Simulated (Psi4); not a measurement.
# BNH5Cl (SMILES [NH3+][BH2-]Cl) at TPSS/aug-cc-pVDZ

What is the vertical electron affinity of BNH5Cl at TPSS/aug-cc-pVDZ? 

Program for the calculation: Psi4 1.11.

2 further runs of the same task are left out: 1 that didn't finish, 1 set aside as unsound or not needed.

### 1 The system as given

BNH5Cl: 8 atoms, total charge 0, spin state singlet. As SMILES, `[NH3+][BH2-]Cl`. The shape is that of a GFN2-xTB optimisation.

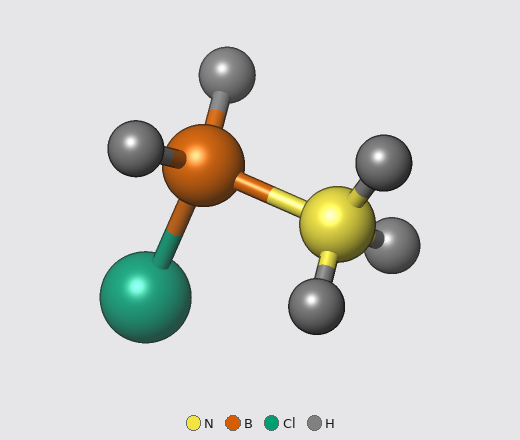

Viewed from a chosen angle; nitrogen yellow, boron orange, chlorine teal, hydrogen grey.

### 2 The energy at TPSS/aug-cc-pVDZ

calc.py reads:

```python
import psi4

psi4.set_memory(1600000000)
psi4.set_num_threads(1)
psi4.core.set_output_file('output.dat', False)

m = psi4.geometry("""
0 1
N
B 1 1.636824
Cl 2 1.840925 1 101.07868
H 1 1.017048 2 107.39979 3 58.44506
H 1 1.016998 4 108.43888 2 115.69622
H 1 1.01603 5 110.68724 4 -121.49938
H 2 1.183501 1 108.04497 6 -63.07638
H 2 1.183704 7 116.29602 1 -121.6547
symmetry c1
no_reorient
no_com
""")

options = {'basis': 'aug-cc-pVDZ', 'puream': True, 'e_convergence': 1e-09, 'd_convergence': 1e-08, 'scf_type': 'pk', 'dft_radial_points': 99, 'dft_spherical_points': 590}
psi4.set_options(options)

result = psi4.energy("tpss")
print(f'tpss energy: {result:.10f} Eh')
```

The run is started by

```console
python calc.py
```

output.dat:

```text
[...]
  Running in c1 symmetry.
[...]
  Nuclear repulsion =   99.933953819904971
[...]
  Multiplicity = 1
[...]
  Nalpha       = 17
  Nbeta        = 17
[...]
    Number of basis functions: 118
[...]
   @RKS iter   1:  -542.52254113533581   -8.16681e-02   7.55106e-03 ADIIS/DIIS
[...]
   @RKS iter  11:  -542.92197894193828   -6.30962e-11   4.57511e-09 DIIS
[...]
    Orbital Energies [Eh]
    ---------------------
    Doubly Occupied:
       1A   -100.953647     2A    -14.210139     3A     -9.192120
       4A     -6.969142     5A     -6.963312     6A     -6.962509
       7A     -6.589156     8A     -0.911170     9A     -0.722774
      10A     -0.529235    11A     -0.524492    12A     -0.484011
      13A     -0.358297    14A     -0.306956    15A     -0.301831
      16A     -0.244492    17A     -0.223183
[...]
  @RKS Final Energy:  -542.92197894193828
   => Energetics <=
    Nuclear Repulsion Energy =             99.9339538199049713
    One-Electron Energy =                -944.7218280297536239
    Two-Electron Energy =                 343.0509565182051119
    DFT Exchange-Correlation Energy =     -41.1850612502948294
    Empirical Dispersion Energy =           0.0000000000000000
    VV10 Nonlocal Energy =                  0.0000000000000000
    Total Energy =                       -542.9219789419382778
[...]
 Multipole Moments:
 ------------------------------------------------------------------------------------
     Multipole            Electronic (a.u.)      Nuclear  (a.u.)        Total (a.u.)
 ------------------------------------------------------------------------------------
 L = 1.  Multiply by 2.5417464519 to convert [e a0] to [Debye]
 Dipole X            :          0.0006806           -0.0008767           -0.0001961
 Dipole Y            :         -4.3514631            5.2197647            0.8683015
 Dipole Z            :          2.3874533           -4.4815446           -2.0940913
 Magnitude           :                                                    2.2669728
[...]
```

The script printed:

```text
tpss energy: -542.9219789419 Eh
```

Wall time 98 s (1 thread of Intel Xeon Platinum 8259CL at 2.50GHz (Skylake/Cascade Lake), shared host); peak memory 0.8 GiB.

### 3 The doublet anion at the same level

run.py reads:

```python
import psi4

psi4.set_memory(1600000000)
psi4.set_num_threads(1)
psi4.set_output_file('output.dat', False)

molecule = psi4.geometry("""
-1 2
N     -0.77112164     1.14360556    -0.77667744
B      0.54444899    -0.95752423     1.07321326
Cl     2.53903602    -2.68726614    -1.19217152
H     -1.71275327     0.18827341    -2.15309725
H      0.64507691     2.15158547    -1.59634614
H     -1.96548524     2.30482337     0.17806889
H      1.79185721     0.12886042     2.57841791
H     -1.07107787    -2.27235787     1.88863008
units bohr
symmetry c1
no_reorient
no_com
""")

options = {'basis': 'aug-cc-pVDZ', 'reference': 'uks', 'puream': True, 'e_convergence': 1e-09, 'd_convergence': 1e-08, 'scf_type': 'pk', 'dft_radial_points': 99, 'dft_spherical_points': 590, 'maxiter': 200}
psi4.set_options(options)

E, wfn = psi4.energy("tpss", return_wfn=True)
psi4.oeprop(wfn, "DIPOLE", "QUADRUPOLE", "MULLIKEN_CHARGES", title="TPSS")
print('E =', round(E, 9))
for k, v in sorted(psi4.core.scalar_variables().items()):
    print(f'{k:45s} {v:18.10f}')
```

The run is started by

```console
python run.py
```

output.dat, shortened:

```text
[...]
  Running in c1 symmetry.
[...]
  Nuclear repulsion =   99.933964209433825
[...]
  Multiplicity = 2
[...]
  Nalpha       = 18
  Nbeta        = 17
[...]
    Number of basis functions: 118
[...]
   @UKS iter   1:  -542.07175778989620    3.69116e-01   9.56373e-03 DIIS/ADIIS
[...]
   @UKS iter  15:  -542.91961246879100   -5.68434e-13   2.97031e-09 DIIS
[...]
   @S^2 Observed:                7.501296936E-01
[...]
  @UKS Final Energy:  -542.91961246879100
   => Energetics <=
    Nuclear Repulsion Energy =             99.9339642094338245
    One-Electron Energy =                -949.2311837254821967
    Two-Electron Energy =                 347.6605083609597955
    DFT Exchange-Correlation Energy =     -41.2829013137024248
    Empirical Dispersion Energy =           0.0000000000000000
    VV10 Nonlocal Energy =                  0.0000000000000000
    Total Energy =                       -542.9196124687910014
[...]
 Multipole Moments:
 ------------------------------------------------------------------------------------
     Multipole            Electronic (a.u.)      Nuclear  (a.u.)        Total (a.u.)
 ------------------------------------------------------------------------------------
 L = 1.  Multiply by 2.5417464519 to convert [e a0] to [Debye]
 Dipole X            :        -37.3696993           38.1756236            0.8059242
 Dipole Y            :         38.7818119          -39.9647218           -1.1829099
 Dipole Z            :         20.2162539          -19.4419181            0.7743358
 Magnitude           :                                                    1.6273861
 L = 2.  Multiply by 1.3450342976 to convert [e a0^2] to [Debye ang]
 Quadrupole XX       :       -169.0232109          126.8092304          -42.2139805
 Quadrupole XY       :        132.6598546         -125.5715948            7.0882598
[...]
  Mulliken Charges: (a.u.)
   Center  Symbol    Alpha    Beta     Spin     Total
       1     N     2.75771  3.49565 -0.73793  0.74664
       2     B     1.28763  2.96889 -1.68127  0.74348
       3    CL     8.78977  8.75344  0.03634 -0.54321
       4     H     1.13745  0.45236  0.68509 -0.58980
       5     H     1.13440  0.45267  0.68173 -0.58707
       6     H     1.75961  0.46493  1.29468 -1.22454
       7     H     0.56630  0.20580  0.36050  0.22790
       8     H     0.56713  0.20627  0.36086  0.22660
   Total alpha = 18.00000, Total beta = 17.00000, Total charge = -1.00000
```

Standard output:

```text
E = -542.919612469
CURRENT ENERGY                                   -542.9196124688
CURRENT REFERENCE ENERGY                         -542.9196124688
DD SOLVATION ENERGY                                 0.0000000000
DFT FUNCTIONAL TOTAL ENERGY                      -542.9196124688
DFT TOTAL ENERGY                                 -542.9196124688
DFT VV10 ENERGY                                     0.0000000000
DFT XC ENERGY                                     -41.2829013137
GRID ELECTRONS ALPHA                               18.0000958934
GRID ELECTRONS BETA                                17.0000016981
GRID ELECTRONS TOTAL                               35.0000975915
NUCLEAR REPULSION ENERGY                           99.9339642094
ONE-ELECTRON ENERGY                              -949.2311837255
PCM POLARIZATION ENERGY                             0.0000000000
PE ENERGY                                           0.0000000000
SCF ITERATION ENERGY                             -542.9196124688
SCF ITERATIONS                                     15.0000000000
SCF TOTAL ENERGY                                 -542.9196124688
TWO-ELECTRON ENERGY                               347.6605083610
XC GRID RADIAL POINTS                              99.0000000000
XC GRID SPHERICAL POINTS                          590.0000000000
XC GRID TOTAL POINTS                           446321.0000000000
```

Wall time 3.3 min (1 thread of Intel Xeon Platinum 8259CL at 2.50GHz (Skylake/Cascade Lake), shared host); peak memory 0.82 GiB.

### 4 Outcome

At TPSS/aug-cc-pVDZ:

```
                                         quantity          value
                     singlet BNH5Cl: total energy  -542.92198 Eh
                    singlet BNH5Cl: dipole moment         5.76 D
                      singlet BNH5Cl: HOMO energy       -6.07 eV
                      singlet BNH5Cl: LUMO energy       -1.31 eV
                    singlet BNH5Cl: HOMO–LUMO gap        4.76 eV
                      doublet anion: total energy  -542.91961 Eh
doublet anion: HOMO energy (highest over α and β)        1.52 eV
 doublet anion: LUMO energy (lowest over α and β)        1.80 eV
                              doublet anion: ⟨S²⟩          0.750
vertical electron affinity (to the doublet anion)      -0.064 eV
```

In words: The anion lies 0.06 eV (1.5 kcal/mol) above the neutral: the electron isn't bound at this level, and such a value depends on the basis. Mulliken charges (doublet anion) run from -1.22 on H6 to +0.75 on N1; in a basis this large or diffuse they mean little. The HOMO (doublet anion) lies at positive energy, 1.52 eV, as semi-local functionals often give for anions; only total energies tell whether the electron is bound.
